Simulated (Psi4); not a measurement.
# GeNH2F (SMILES [NH2][Ge][F]): B2PLYP/cc-pVDZ (density fitting for correlation)

What is the vertical ionisation energy of GeNH2F at B2PLYP/cc-pVDZ (density fitting for correlation)? 

Program for the calculation: Psi4 1.11.

3 further runs of the same task are left out: 2 that didn't finish, 1 set aside as unsound or not needed.

## 1. Starting point

The species is GeNH2F (5 atoms), meant as a singlet with charge 0. As SMILES, `[NH2][Ge][F]`. The coordinates come from a PBE0-D4/def2-TZVP relaxation. This is one conformer, not always the lowest.

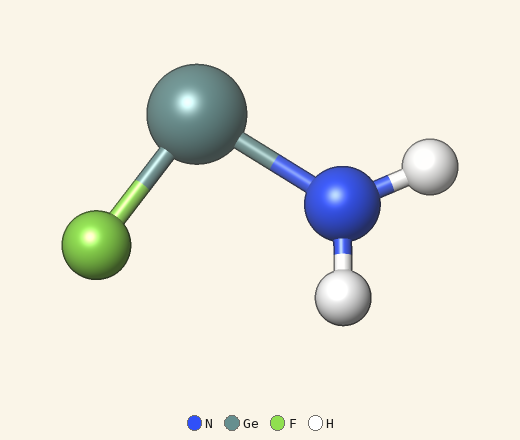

The structure, seen from a chosen angle (nitrogen blue, germanium teal, fluorine green, hydrogen white).

## 2. A single-point energy at B2PLYP/cc-pVDZ (density fitting for correlation)

Contents of fgeh2n.xyz:

```xyz
5
FGeH2N
N     -0.477700     0.347600    -0.204700
Ge     0.434100    -0.305200     1.217200
F      1.598300    -1.203900     0.235500
H     -1.280100     0.952600    -0.130600
H     -0.224500     0.135300    -1.158700
```

Contents of run.py:

```python
import psi4

psi4.set_memory('1600 MB')
psi4.set_num_threads(1)
psi4.set_output_file('fgeh2n.out', False)

with open('fgeh2n.xyz') as f:
    atoms = ''.join(f.readlines()[2:])
m = psi4.geometry('0 1\n' + atoms + 'symmetry c1\nno_reorient\nno_com')

options = {'reference': 'rks', 'puream': True, 'e_convergence': 1e-09, 'd_convergence': 1e-08, 'scf_type': 'pk', 'dft_radial_points': 99, 'dft_spherical_points': 590, 'num_frozen_docc': 11}
psi4.set_options(options)

E = psi4.energy("b2plyp/cc-pVDZ")
print(f'b2plyp/cc-pVDZ energy: {E:.10f} Eh')
```

Started as:

```console
$ python run.py
```

fgeh2n.out, cut to the lines that bear on the results:

```text
[...]
  Running in c1 symmetry.
[...]
  Nuclear repulsion =  188.583783618447541
[...]
  Multiplicity = 1
[...]
  Nalpha       = 25
  Nbeta        = 25
[...]
    Number of basis functions: 65
[...]
   @RKS iter   1: -2231.69422088688680   -3.97774e+00   1.52394e-02 DIIS/ADIIS
[...]
   @RKS iter  11: -2232.13905573645161   -2.27374e-12   3.08871e-09 DIIS
[...]
    Orbital Energies [Eh]
    ---------------------
    Doubly Occupied:
       1A   -401.517684     2A    -50.815603     3A    -45.157167
       4A    -45.155979     5A    -45.154898     6A    -25.303519
       7A    -14.842210     8A     -6.653260     9A     -4.744010
      10A     -4.741189    11A     -4.736457    12A     -1.423913
      13A     -1.415377    14A     -1.415068    15A     -1.410686
      16A     -1.407641    17A     -1.269829    18A     -0.966650
      19A     -0.602789    20A     -0.567759    21A     -0.486997
      22A     -0.462128    23A     -0.449528    24A     -0.335997
      25A     -0.314572
[...]
  @RKS Final Energy: -2232.13905573645161
   => Energetics <=
    Nuclear Repulsion Energy =            188.5837836184475407
    One-Electron Energy =               -3485.9866822159133335
    Two-Electron Energy =                1111.5551887217170588
    DFT Exchange-Correlation Energy =     -46.2913458607031743
    Empirical Dispersion Energy =           0.0000000000000000
    VV10 Nonlocal Energy =                  0.0000000000000000
    Total Energy =                      -2232.1390557364520646
[...]
 Multipole Moments:
 ------------------------------------------------------------------------------------
     Multipole            Electronic (a.u.)      Nuclear  (a.u.)        Total (a.u.)
 ------------------------------------------------------------------------------------
 L = 1.  Multiply by 2.5417464519 to convert [e a0] to [Debye]
 Dipole X            :        -45.1154087           44.2713698           -0.8440388
 Dipole Y            :         32.9115943          -32.2772781            0.6343162
 Dipole Z            :        -72.4980178           72.4666505           -0.0313672
 Magnitude           :                                                    1.0562871
[...]
```

The script printed:

```text
b2plyp/cc-pVDZ energy: -2232.2909069694 Eh
```

It took 11 s on 1 thread of Intel Xeon 6975P-C (Granite Rapids), shared host; peak memory 0.92 GiB.

## 3. The doublet cation, same level

Contents of job.inp:

```
memory 1.6 GB

molecule molecule1 {
  1 2
  N     -0.90272217     0.65686880    -0.38682694
  Ge     0.82033011    -0.57674441     2.30017464
  F      3.02034926    -2.27504128     0.44503050
  H     -2.41903841     1.80015311    -0.24679823
  H     -0.42424351     0.25567994    -2.18962566
  units bohr
  symmetry c1
}

set {
  basis                cc-pVDZ
  reference            uks
  puream               true
  e_convergence        1e-09
  d_convergence        1e-08
  scf_type             pk
  dft_radial_points    99
  dft_spherical_points 590
  num_frozen_docc      11
  maxiter              200
}

energy_value, wavefunction = energy("b2plyp", return_wfn=True)
```

Started as:

```console
$ psi4 job.inp job.out -n 1
```

job.out, cut to the lines that bear on the results:

```text
[...]
  Running in c1 symmetry.
[...]
  Nuclear repulsion =  188.583783705987088
[...]
  Multiplicity = 2
[...]
  Nalpha       = 25
  Nbeta        = 24
[...]
    Number of basis functions: 65
[...]
   @UKS iter   1: -2231.35844346565091   -3.64197e+00   1.49263e-02 ADIIS/DIIS
[...]
   @UKS iter  22: -2231.77771872246876   -1.27329e-11   3.92392e-09 DIIS
[...]
   @S^2 Observed:                7.554268903E-01
[...]
    Orbital Energies [Eh]
    ---------------------
    Alpha Occupied:
       1A   -401.781485     2A    -51.079450     3A    -45.420790
       4A    -45.419463     5A    -45.418548     6A    -25.542912
       7A    -15.233271     8A     -6.918347     9A     -5.008356
      10A     -5.005541    11A     -5.000784    12A     -1.684516
      13A     -1.683457    14A     -1.679928    15A     -1.675256
      16A     -1.672374    17A     -1.505258    18A     -1.355567
      19A     -0.920286    20A     -0.913398    21A     -0.772933
      22A     -0.747747    23A     -0.686897    24A     -0.685394
      25A     -0.563623
    Alpha Virtual:
[...]
  @UKS Final Energy: -2231.77771872246876
   => Energetics <=
    Nuclear Repulsion Energy =            188.5837837059870878
    One-Electron Energy =               -3472.2539209251094690
    Two-Electron Energy =                1098.0374141703102850
    DFT Exchange-Correlation Energy =     -46.1449956736568723
    Empirical Dispersion Energy =           0.0000000000000000
    VV10 Nonlocal Energy =                  0.0000000000000000
    Total Energy =                      -2231.7777187224692170
[...]
 Multipole Moments:
 ------------------------------------------------------------------------------------
     Multipole            Electronic (a.u.)      Nuclear  (a.u.)        Total (a.u.)
 ------------------------------------------------------------------------------------
 L = 1.  Multiply by 2.5417464519 to convert [e a0] to [Debye]
 Dipole X            :          0.8098273           -2.7805670           -1.9707397
 Dipole Y            :         -0.5002870            1.9557106            1.4554236
 Dipole Z            :          4.7274851           -5.8410816           -1.1135965
 Magnitude           :                                                    2.6911280
[...]
```

It took 23 s on 1 thread of Intel Xeon 6975P-C (Granite Rapids), shared host; peak memory 0.92 GiB.

## 4. Results

Level: B2PLYP/cc-pVDZ (density fitting for correlation), 11 core orbitals frozen.

| quantity | value |
| --- | --- |
| singlet GeNH2F: total energy | -2232.29091 Eh |
| singlet GeNH2F: HOMO energy (SCF part's orbitals) | -8.56 eV |
| singlet GeNH2F: LUMO energy (SCF part's orbitals) | -0.16 eV |
| singlet GeNH2F: HOMO–LUMO gap (SCF part's orbitals) | 8.40 eV |
| doublet cation: total energy | -2231.91422 Eh |
| doublet cation: HOMO energy (SCF part's orbitals) (highest over α and β) | -15.22 eV |
| doublet cation: LUMO energy (SCF part's orbitals) (lowest over α and β) | -10.79 eV |
| doublet cation: ⟨S²⟩ | 0.755 |
| vertical ionisation energy (to the doublet cation) | 10.250 eV |

Removing an electron at fixed nuclei costs 10.25 eV (989 kJ/mol). The negative HOMO energy of the first species, 8.56 eV, lies 1.69 eV below that difference.
